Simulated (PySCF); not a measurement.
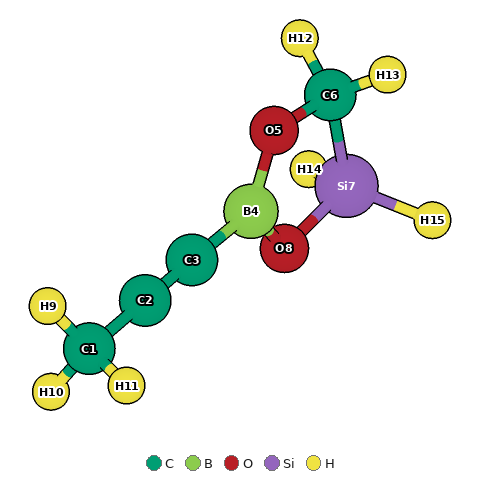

The molecule: C₄H₇BO₂Si, SMILES CC#CB1OC[SiH2]O1.

GIAO shifts, PBE0/pcSseg-1 in PySCF 2.14.0, at a GFN2-xTB geometry (no frequency check), against TMS for ¹H computed at the same level. Gas phase, fully decoupled, line heights follow the number of nuclei, widths are arbitrary (no quadrupolar broadening); values of one conformer, averaged over methyl-type rotors and exact or near symmetry; other conformers aren't averaged in.

### How many ¹H lines appear, and where?

3 signals.


| δ (ppm) | nuclei | atoms |
| --- | --- | --- |
| 5.13 | 2 | H14, H15 |
| 4.13 | 2 | H12, H13 |
| 2.06 | 3 | H9, H10, H11 |

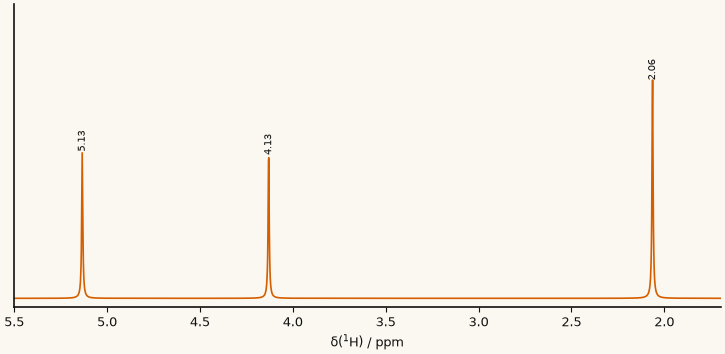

Note: the tight-binding geometry is rougher than a DFT one and adds to the error.
